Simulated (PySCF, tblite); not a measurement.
**C₅H₅F₃O: a rotation path, then NMR shifts on frames**

How do NMR shifts of C₅H₅F₃O (`FC(F)(F)[C@H]1C=COC1`) change as the atoms move?

Computed with tblite 0.8.0 and PySCF 2.14.0, with density-fitted response routines of our own, on a single molecule in the gas phase. Atoms are numbered from 0 throughout.

### Step 1. Starting geometry

14 atoms, charge 0, multiplicity 1; geometry from: GFN2-xTB.

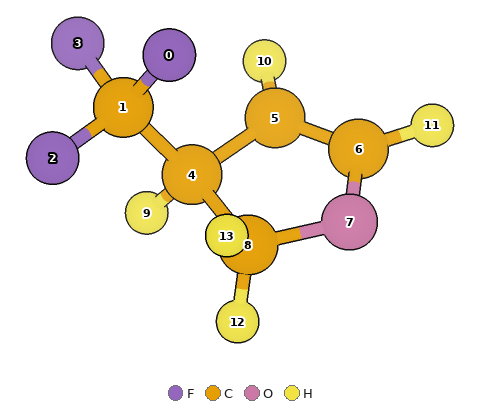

As it starts; fluorine purple, carbon amber, oxygen pink, hydrogen yellow, atoms numbered.

### Step 2. A band between two rotamers with GFN2-xTB

What the job is given:

```
{"job": {"kind": "neb", "xc": "GFN2-xTB", "basis": "xTB", "atoms": [2, 1, 4, 8], "turn": 120}, "charge": 0, "multiplicity": 1}
F      0.843873     1.223582    -1.487099
C      1.409411     0.672925    -0.406467
F      2.428556    -0.082218    -0.854655
F      1.958242     1.672455     0.296834
C      0.427856    -0.141740     0.428059
C     -0.760367     0.689576     0.843033
C     -1.850199     0.162090     0.300289
O     -1.645860    -0.955420    -0.431711
C     -0.252324    -1.249474    -0.405793
H      0.996289    -0.532664     1.277646
H     -0.681219     1.567161     1.449527
H     -2.873189     0.483963     0.364772
H     -0.116704    -2.238557     0.039542
H      0.114957    -1.272149    -1.436145
```

With the program's defaults for keys left out, this is: GFN2-xTB climbing-image nudged elastic band, gas phase.

Run with:

```sh
OMP_NUM_THREADS=1 python probes_run.py task.json out
```

One launch serves the whole session: the jobs run in the order shown.

The log of the run:

```text
image   E - E0 / eV
  0       0.0000
  1       0.0155
  2       0.0545
  3       0.0948
  4       0.1140
  5       0.1012
  6       0.0626
  7       0.0204
  8       0.0000
```

Run time: 2 s. Hardware: 1 thread of Arm Neoverse V2, shared host; peak memory 0.18 GiB.

The final band, with the dihedral F2–C1–C4–C8:

| image | dihedral (°) | energy (eV) | energy (kcal/mol) |
| --- | --- | --- | --- |
| 0 | -63 | 0.000 | 0.0 |
| 1 | -49 | 0.016 | 0.4 |
| 2 | -35 | 0.055 | 1.3 |
| 3 | -20 | 0.095 | 2.2 |
| 4 | -4 | 0.114 | 2.6 |
| 5 | 11 | 0.101 | 2.3 |
| 6 | 26 | 0.063 | 1.4 |
| 7 | 41 | 0.020 | 0.5 |
| 8 | 56 | 0.000 | 0.0 |

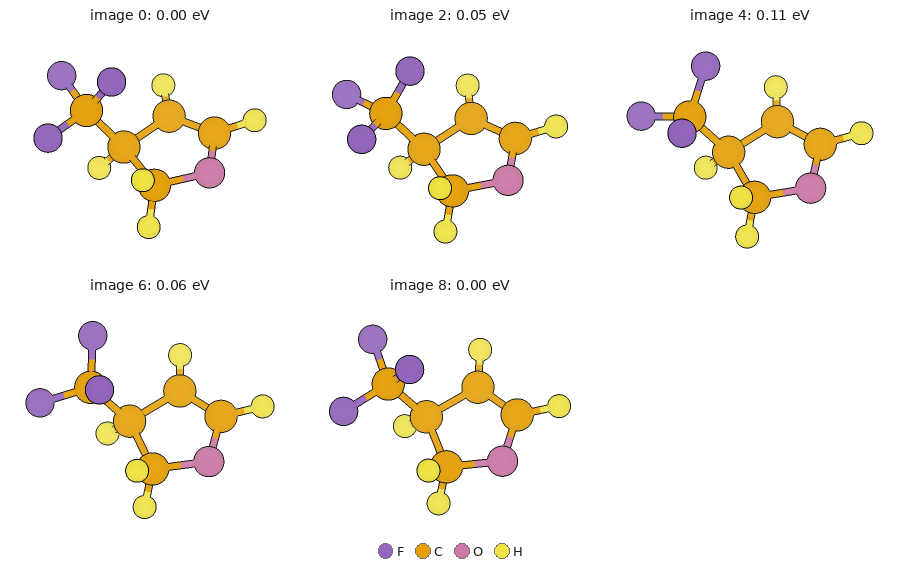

Images along the band.

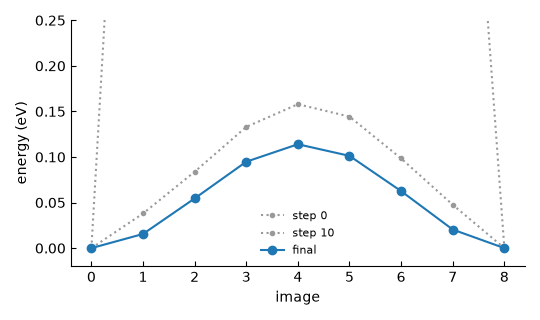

Energy along the band, early and final.

### Step 3. Shielding tensors: image 0, PBE0/pcSseg-1

What the job is given:

```
{"job": {"kind": "nmr", "xc": "PBE0", "basis": "pcSseg-1", "pop": false}, "charge": 0, "multiplicity": 1}
F      0.843900     1.223600    -1.487100
C      1.409400     0.672900    -0.406500
F      2.428600    -0.082200    -0.854700
F      1.958200     1.672500     0.296800
C      0.427900    -0.141700     0.428100
C     -0.760400     0.689600     0.843000
C     -1.850200     0.162100     0.300300
O     -1.645900    -0.955400    -0.431700
C     -0.252300    -1.249500    -0.405800
H      0.996300    -0.532700     1.277600
H     -0.681200     1.567200     1.449500
H     -2.873200     0.484000     0.364800
H     -0.116700    -2.238600     0.039500
H      0.115000    -1.272100    -1.436100
```

With the program's defaults for keys left out, this is: GIAO PBE0/pcSseg-1 NMR shielding, non-relativistic, gas phase.

The log of the run:

```text
coarse grid: 12880 points
cycle   1  E = -567.3958460881  dE =  1.637e+00  |g| = 9.669e-01  |ddm| = 3.371e+00
cycle   2  E = -567.2291323976  dE =  1.667e-01  |g| = 1.439e+00  |ddm| = 1.270e+00
cycle   3  E = -567.5515981773  dE = -3.225e-01  |g| = 1.234e-01  |ddm| = 8.153e-01
cycle   4  E = -567.5534729744  dE = -1.875e-03  |g| = 8.388e-02  |ddm| = 1.557e-01
cycle   5  E = -567.5550626579  dE = -1.590e-03  |g| = 1.395e-02  |ddm| = 7.233e-02
cycle   6  E = -567.5550994221  dE = -3.676e-05  |g| = 4.302e-03  |ddm| = 1.312e-02
cycle   7  E = -567.5551031459  dE = -3.724e-06  |g| = 4.663e-04  |ddm| = 3.568e-03
final grid: 128920 points
cycle   8  E = -567.6393941360  dE = -4.260e-05  |g| = 1.168e-02  |ddm| = 2.892e-02
cycle   9  E = -567.6393553041  dE =  3.883e-05  |g| = 1.882e-02  |ddm| = 1.831e-02
cycle  10  E = -567.6394187815  dE = -6.348e-05  |g| = 1.966e-03  |ddm| = 1.215e-02
cycle  11  E = -567.6394197051  dE = -9.235e-07  |g| = 3.662e-04  |ddm| = 1.921e-03
cycle  12  E = -567.6394197299  dE = -2.484e-08  |g| = 1.420e-04  |ddm| = 3.458e-04
cycle  13  E = -567.6394197340  dE = -4.098e-09  |g| = 3.049e-05  |ddm| = 1.185e-04
cycle  14  E = -567.6394197342  dE = -1.714e-10  |g| = 9.128e-06  |ddm| = 2.616e-05
converged SCF energy = -567.6394197342

GIAO shielding tensors (ppm)
atom      isotropic    diamagn.    paramagn.     s11        s22        s33       span
  0 F      265.065     475.163    -210.098    184.578    272.360    338.257    153.678
  1 C       51.240     243.236    -191.997     46.411     50.810     56.498     10.087
  2 F      256.746     473.277    -216.531    172.751    252.170    345.316    172.565
  3 F      258.381     473.042    -214.661    175.803    258.556    340.782    164.979
  4 C      133.359     250.960    -117.601    113.396    137.160    149.521     36.125
  5 C       87.856     254.971    -167.115     -6.061    127.205    142.424    148.485
  6 C       27.415     250.695    -223.280    -72.736     61.269     93.711    166.447
  7 O      201.242     394.926    -193.684    119.480    192.100    292.146    172.666
  8 C      115.349     245.430    -130.081     76.860    101.573    167.616     90.756
  9 H       27.910      30.622      -2.712     24.635     26.778     32.317      7.681
 10 H       26.698      31.625      -4.927     24.106     27.731     28.256      4.150
 11 H       25.179      29.000      -3.821     23.244     24.415     27.878      4.634
 12 H       27.078      28.893      -1.815     22.031     27.011     32.191     10.161
 13 H       26.990      29.334      -2.344     22.651     28.112     30.206      7.555
```

Wall time 21 s (1 thread of Arm Neoverse V2, shared host); peak memory 0.84 GiB.

The references, computed at this level on geometries of the same kind, shield at (ppm): ¹H TMS 31.72, ¹³C TMS 186.9, ¹⁹F CFCl3 170.9, ¹⁷O H2O 336.1. Their shielding less the atom's gives the shift. The references are single molecules in the gas phase, so shifts against H2O, NH3, PH3, H3PO4 or CFCl3 are not on the usual liquid scales and can be off by tens of ppm. Each atom is listed at this fixed geometry, with no averaging over motion; a spectrum would average atoms that exchange fast.

| atoms | environment | σ (ppm) | δ (ppm) |
| --- | --- | --- | --- |
| C6 | alkene carbon bearing oxygen | 27.4 | 159.5 |
| C1 | CF3 carbon | 51.2 | 135.7 |
| C5 | β carbon of an enol-ether or enamine type C=C | 87.9 | 99.1 |
| C8 | sp3 CH2 bonded to O | 115.3 | 71.6 |
| C4 | allylic sp3 CH | 133.4 | 53.6 |
| H11 | hydrogen on an alkene carbon bearing oxygen | 25.18 | 6.54 |
| H10 | hydrogen on a β carbon of an enol-ether or enamine type C=C | 26.70 | 5.02 |
| H13 | hydrogen on an sp3 CH2 bonded to O | 26.99 | 4.73 |
| H12 | hydrogen on an sp3 CH2 bonded to O | 27.08 | 4.64 |
| H9 | hydrogen on an allylic sp3 CH | 27.91 | 3.81 |
| F2 | fluorine of a CF3 group | 256.7 | -85.8 |
| F3 | fluorine of a CF3 group | 258.4 | -87.4 |
| F0 | fluorine of a CF3 group | 265.1 | -94.1 |
| O7 | ether oxygen | 201.2 | 134.8 |

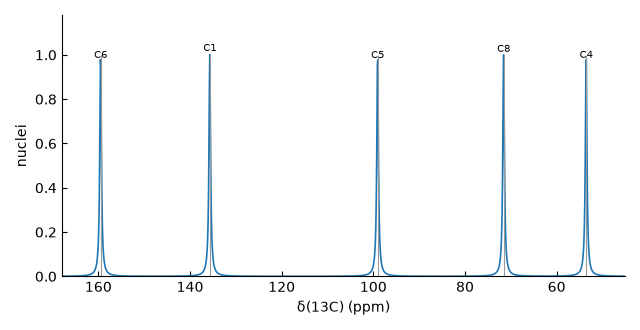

¹³C lines at the computed shifts, without couplings. Lines are broadened to a width of 0.42 ppm (Lorentzian).

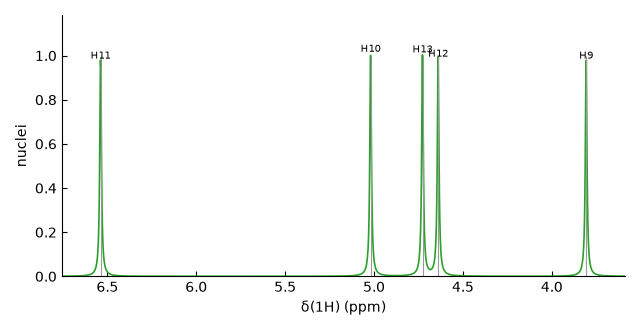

¹H lines at the computed shifts, without couplings. Lines are broadened to a width of 0.01 ppm (Lorentzian).

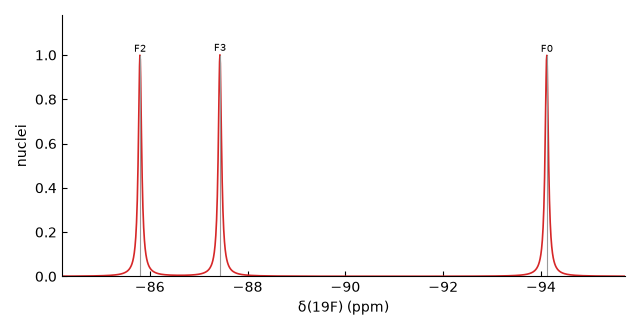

¹⁹F lines at the computed shifts, without couplings. Lines are broadened to a width of 0.08 ppm (Lorentzian).

Ring of atoms C4, C5, C6, O7, C8: NICS(0) -4.8, NICS(1) -2.6, NICS(1)zz -3.9 ppm (means of both faces).

### Step 4. Shielding tensors: image 2, PBE0/pcSseg-1

What the job is given:

```
{"job": {"kind": "nmr", "xc": "PBE0", "basis": "pcSseg-1", "pop": false}, "charge": 0, "multiplicity": 1}
F      0.843100     1.647500    -1.149100
C      1.418600     0.696100    -0.406100
F      2.108300    -0.082700    -1.259000
F      2.336000     1.306900     0.358200
C      0.415500    -0.098500     0.438800
C     -0.813200     0.716500     0.766200
C     -1.871500     0.115400     0.237000
O     -1.613700    -1.043300    -0.406800
C     -0.212000    -1.281700    -0.332200
H      0.958600    -0.421400     1.333000
H     -0.788800     1.634800     1.314400
H     -2.905600     0.406200     0.251100
H     -0.051200    -2.232400     0.183800
H      0.175000    -1.363800    -1.351600
```

With the program's defaults for keys left out, this is: GIAO PBE0/pcSseg-1 NMR shielding, non-relativistic, gas phase.

The log of the run:

```text
coarse grid: 12880 points
cycle   1  E = -567.3907514318  dE =  1.633e+00  |g| = 9.706e-01  |ddm| = 3.374e+00
cycle   2  E = -567.2210835773  dE =  1.697e-01  |g| = 1.448e+00  |ddm| = 1.284e+00
cycle   3  E = -567.5481558317  dE = -3.271e-01  |g| = 1.206e-01  |ddm| = 8.211e-01
cycle   4  E = -567.5498706950  dE = -1.715e-03  |g| = 8.419e-02  |ddm| = 1.545e-01
cycle   5  E = -567.5514761317  dE = -1.605e-03  |g| = 1.421e-02  |ddm| = 7.298e-02
cycle   6  E = -567.5515142385  dE = -3.811e-05  |g| = 4.336e-03  |ddm| = 1.331e-02
cycle   7  E = -567.5515179931  dE = -3.755e-06  |g| = 4.915e-04  |ddm| = 3.598e-03
final grid: 128920 points
cycle   8  E = -567.6357436647  dE = -4.554e-05  |g| = 1.127e-02  |ddm| = 3.218e-02
cycle   9  E = -567.6357078672  dE =  3.580e-05  |g| = 1.810e-02  |ddm| = 1.775e-02
cycle  10  E = -567.6357668128  dE = -5.895e-05  |g| = 1.932e-03  |ddm| = 1.178e-02
cycle  11  E = -567.6357676947  dE = -8.819e-07  |g| = 3.989e-04  |ddm| = 1.910e-03
cycle  12  E = -567.6357677250  dE = -3.025e-08  |g| = 1.442e-04  |ddm| = 3.769e-04
cycle  13  E = -567.6357677292  dE = -4.201e-09  |g| = 3.362e-05  |ddm| = 1.239e-04
cycle  14  E = -567.6357677294  dE = -2.194e-10  |g| = 9.712e-06  |ddm| = 2.935e-05
converged SCF energy = -567.6357677294

GIAO shielding tensors (ppm)
atom      isotropic    diamagn.    paramagn.     s11        s22        s33       span
  0 F      254.616     474.529    -219.913    176.398    264.644    322.806    146.408
  1 C       51.140     242.237    -191.097     46.809     50.774     55.837      9.028
  2 F      256.030     473.526    -217.496    177.350    251.756    338.984    161.634
  3 F      248.654     472.222    -223.568    168.595    237.894    339.473    170.878
  4 C      132.772     250.965    -118.194    113.349    134.118    150.848     37.499
  5 C       87.044     254.403    -167.359     -7.696    124.810    144.018    151.714
  6 C       28.358     250.901    -222.543    -69.206     61.431     92.850    162.056
  7 O      202.927     395.185    -192.258    122.464    193.295    293.020    170.555
  8 C      114.687     245.348    -130.661     74.390    101.474    168.197     93.807
  9 H       27.820      30.610      -2.790     24.027     27.180     32.255      8.228
 10 H       26.730      31.548      -4.818     24.419     27.554     28.217      3.798
 11 H       25.209      29.061      -3.852     23.174     24.545     27.906      4.732
 12 H       27.041      28.896      -1.855     22.040     27.045     32.037      9.997
 13 H       26.855      29.385      -2.530     21.928     28.000     30.637      8.709
```

Run time: 21 s. Hardware: 1 thread of Arm Neoverse V2, shared host; peak memory 0.83 GiB.

This run: δ C6 158.6, C1 135.8, C5 99.9, C8 72.2, H11 6.51, H10 4.99 ppm.

[end of part 1 of 2]
